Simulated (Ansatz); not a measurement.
# Profile along the Ge–Ge line in Ge (diamond)

Ge (diamond), conventional cell a = b = c = 5.7617 Å, α = β = γ = 90.00°. The calculation uses the primitive cell of 2 atoms, to which meshes and values per cell refer.

Fields along a shortest Ge–Ge line of a {110} plane (2.49 Å), from Ge to Ge, interpolated on the slice's grid (step about 0.3 Å). The numbers are results of PBE (plane waves to 420 eV, PAW, scalar-relativistic; Ansatz, a first-principles code), not measurements. k mesh 14×14×14. These are valence fields of a PAW run, semicore shells included where kept as valence: close to a nucleus they are smooth pseudo fields. Ge was relaxed with its symmetry unable to fall.

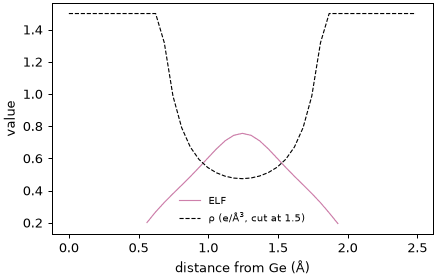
Fig. 1. ELF (away from the nuclei) and valence density from Ge to Ge.

Density on the Ge–Ge line (2.49 Å) at its midpoint: 0.47 e/Å³. ELF at that point: 0.8. ELF maximum in the middle third of the Ge–Ge line: 0.76, 1.2 Å from Ge.
